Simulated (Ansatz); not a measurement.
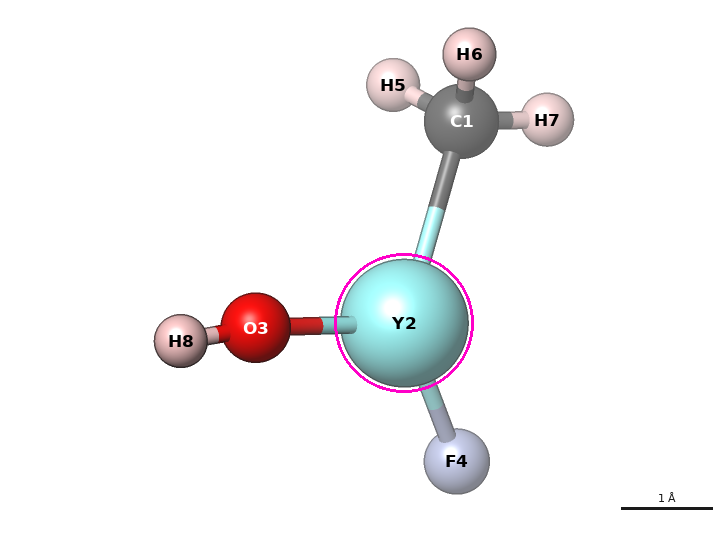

The picture comes from a calculation with Ansatz.

Orthographic view. Atoms fade into the background with distance from the viewer. The species is neutral and a spin singlet. Geometry: moved along internal coordinates away from the minimum.

Question: Name the neighbours of the circled atom.

Answer: The circled atom is Y2; it is bonded to C1, O3, F4.

Question: Of C1 and H6, which is nearer the viewer?

Answer: H6; the bond to C1 points away from the viewer, so it looks shorter than its 1.10 Å.

Question: Which two atoms are farthest apart in space?

Answer: H7 and H8, 5.58 Å.
